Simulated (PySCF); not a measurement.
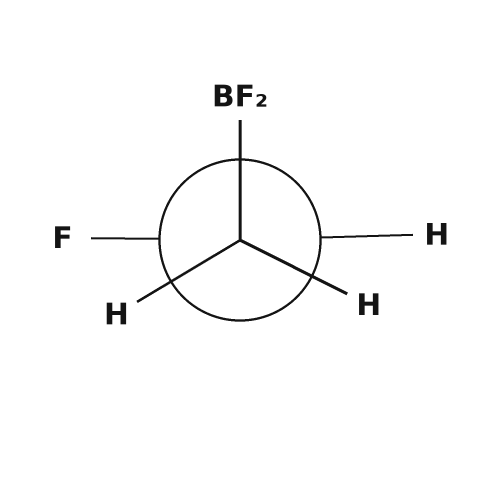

A Newman projection along the Si–B bond, silicon in front; angles are drawn as computed, but eclipsed bonds slightly apart. Computed geometry: PBE0-D3(BJ)/def2-SVP optimisation. No frequency run is at hand to confirm it as a minimum.

Which molecule is it?

Answer. B2F3H3Si, FB[SiH2]B(F)F

What is the torsion angle from the front BF2 to the back F? The sign is positive where the front bond must turn clockwise to cover the back bond.

Answer. −89°, about perpendicular.
